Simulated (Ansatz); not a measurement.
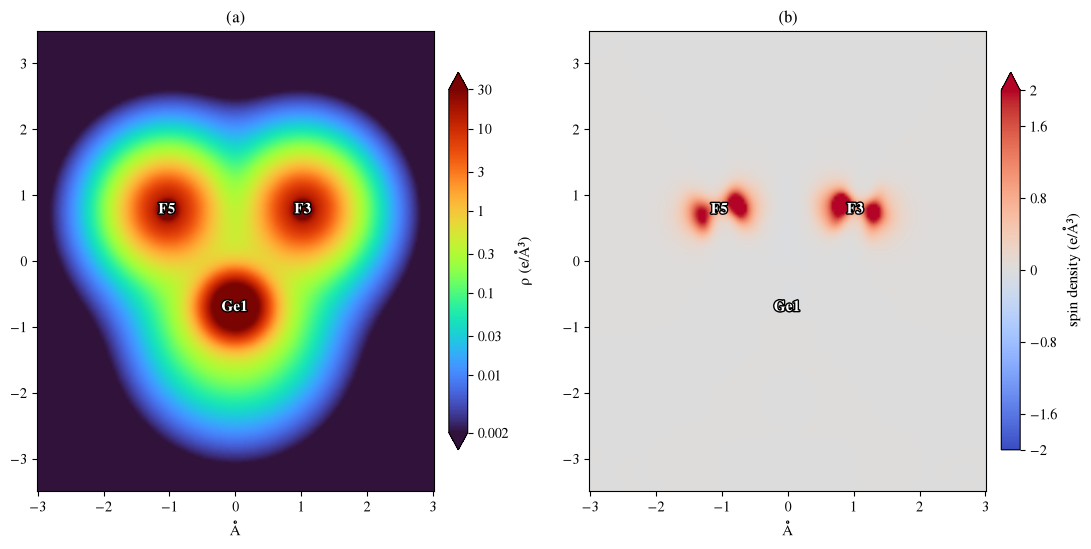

Figure. F4Ge (GeF4) (charge +1, doublet). (a) total electron density; (b) spin density (α minus β) on the plane of atoms F3, Ge1 and F5.

Geometry: B3LYP-D4/def2-SVP.

Theory: UKS PBE0-D4/def2-TZVP in Ansatz 0.2.0.

Input

```
crystal:
  periodic: [false, false, false]
  atoms:
    - {symbol: Ge, position_ang: [-0.107601, 0.187519, 0.157990]}
    - {symbol: F, position_ang: [-0.034654, -0.004767, 1.814976]}
    - {symbol: F, position_ang: [1.390176, -0.341718, -0.698887]}
    - {symbol: F, position_ang: [-0.841245, 1.513944, -0.542229]}
    - {symbol: F, position_ang: [-0.406687, -1.354978, -0.731860]}
basis:
  gaussian: {orbitals: def2-TZVP, initial_orbitals: start.molden}
total_charge: 1
magnetization: {spin_polarized: true, initial_magnetization: 1}
hamiltonian: {xc: pbe0, dispersion: d4}
scf: {omitted_lower_state_checks: [starts]}
output: {orbitals: {seedname: orbitals}}
```

Run with:

```sh
ansatz run in.yaml --threads 4 --pin off --events-out ev --progress --plain --max-ram 3916MiB
```

What does the map show?

- Atoms in the plane: Ge and F.
- Ge–F (1.80 Å): the density is about 0.82 e/Å³ at the midpoint.
- The unpaired spin (1 electron) lies mostly on F3 (about 0.5) and F5 (about 0.5), in electrons by Hirshfeld's partition.
